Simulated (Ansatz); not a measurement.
## Response to strain in Ir

Start from Ir in the fcc (Cu type) structure (space group Fm-3m, No. 225; a = 3.845 Å; relaxed with 0.1 eV smearing). Axes: x, y, z lie along the cube axes.

Strains are applied to the cell and any free atomic positions relax.

The values are results of r2SCAN (Ansatz, a first-principles code), no spin-orbit coupling, not measurements.

Notes on the quantities. energy relative to the base: free energy F.

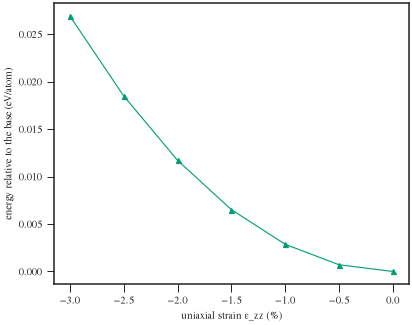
*Energy relative to the base against uniaxial strain ε_zz*

```json
[
 {"uniaxial strain ε_zz (%)": "-3", "energy relative to the base": "+27 meV/atom"},
 {"uniaxial strain ε_zz (%)": "-2.5", "energy relative to the base": "+18 meV/atom"},
 {"uniaxial strain ε_zz (%)": "-2", "energy relative to the base": "+12 meV/atom"},
 {"uniaxial strain ε_zz (%)": "-1.5", "energy relative to the base": "+6.5 meV/atom"},
 {"uniaxial strain ε_zz (%)": "-1", "energy relative to the base": "+2.9 meV/atom"},
 {"uniaxial strain ε_zz (%)": "-0.5", "energy relative to the base": "+0.7 meV/atom"}
]
```

Stability against distortions was not tested. The final runs are not spin-polarised.
